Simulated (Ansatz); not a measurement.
Consider Bi5O2.

```yaml
crystal:
  lattice:
    - [3.96654, 0.00000, 0.00000]
    - [0.00000, 3.96654, 0.00000]
    - [0.00000, 0.00000, 22.42083]
  atoms:
    - { symbol: Bi, position: [0.50000, 0.50000, 0.19327] }
    - { symbol: Bi, position: [0.00000, 0.00000, 0.69327] }
    - { symbol: Bi, position: [0.00000, 0.00000, 0.30673] }
    - { symbol: Bi, position: [0.50000, 0.50000, 0.80673] }
    - { symbol: Bi, position: [0.00000, 0.00000, 0.08687] }
    - { symbol: Bi, position: [0.50000, 0.50000, 0.58687] }
    - { symbol: Bi, position: [0.50000, 0.50000, 0.41313] }
    - { symbol: Bi, position: [0.00000, 0.00000, 0.91313] }
    - { symbol: Bi, position: [0.50000, 0.50000, 0.00000] }
    - { symbol: Bi, position: [0.00000, 0.00000, 0.50000] }
    - { symbol: O, position: [0.00000, 0.50000, 0.25000] }
    - { symbol: O, position: [0.50000, 0.00000, 0.75000] }
    - { symbol: O, position: [0.50000, 0.00000, 0.25000] }
    - { symbol: O, position: [0.00000, 0.50000, 0.75000] }
```

Space group I4/mmm; a generated structure, not necessarily the stable one; computed without spin polarisation.

Method: Ansatz 0.2.0, DFT PBE, scalar-relativistic, plane waves, PAW.

Question: What can the converged valence pseudo-density and electron localisation function tell about the bonding?

Answer: Bi–O (2.36 Å): ρ at the midpoint is about 0.45 e/Å³; the ELF peaks at about 0.85 in the valence shell of O, 0.6 Å from its nucleus, and drops to about 0.20 between the two atoms: no localised pair shows between them.
Bader's partition of the density gives Bi −0.28 to +1.36 and O −1.16 e.

Question: What Bader charges does the calculation give?

Answer: Electrons move from Bi towards O. Bader charges: Bi −0.28 to +1.36 and O −1.16 e.

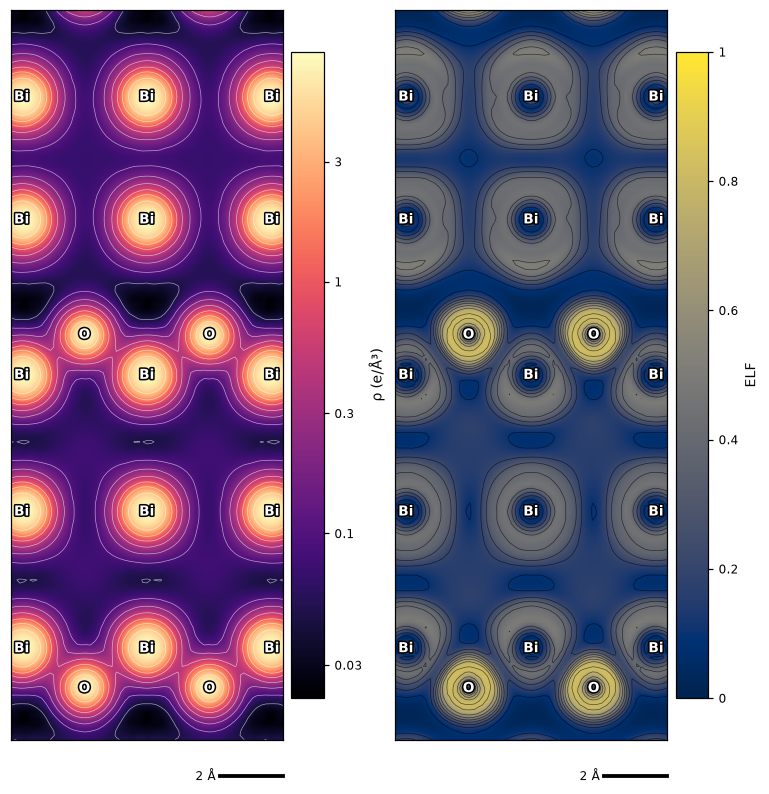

Computed valence pseudo-density and electron localisation function on the (100) plane of the conventional cell, in this order. 
